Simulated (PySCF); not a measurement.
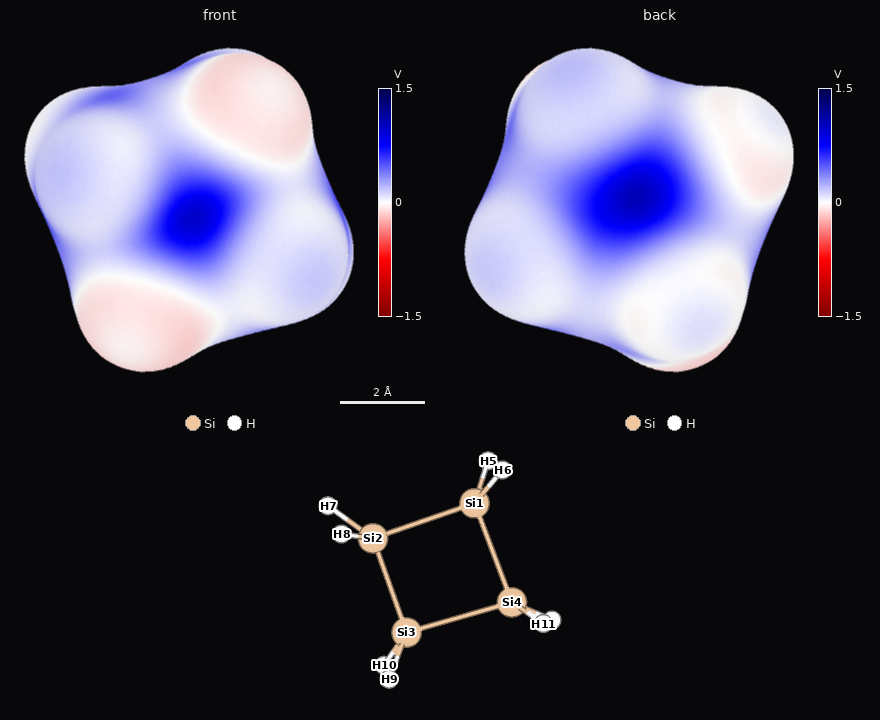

H8Si4 (SMILES [SiH2]1[SiH2][SiH2][SiH2]1). The electrostatic potential painted on the density surface at 0.001 e/bohr³, seen from the front and from behind; red is negative and blue positive. The bare structure is drawn below in the same view.

Geometry: GFN2-xTB, MD frame at 250 fs, 200 K.

Level of theory: PBE0/def2-SVPD, SCF density, gas phase (PySCF 2.14.0).

```tsv
atom	x (Å)	y (Å)	z (Å)
Si	-0.1721	-1.4521	0.0884
Si	-1.9620	0.0648	0.5096
Si	-0.4250	1.7099	0.4591
Si	1.2712	0.2784	-0.4420
H	0.2199	-2.4555	1.0688
H	-0.3693	-2.3175	-1.0806
H	-2.6935	-0.2743	1.7237
H	-3.0891	0.2558	-0.3130
H	-0.8378	2.8289	-0.4516
H	-0.0919	2.5199	1.6723
H	1.4992	0.5009	-1.8787
H	2.5988	0.2969	0.1513
```

Question: Which sites attract a positive test charge, and which a negative one?

Answer: A positive charge is drawn to the negative regions and a negative charge to the positive ones. The most negative region (about −0.1 V) lies over H6 and H9, the most positive (about +1.0 V) over Si1, Si2, Si3 and Si4.

Question: What dipole moment does the calculation give?

Answer: Its dipole moment is 0.24 D.
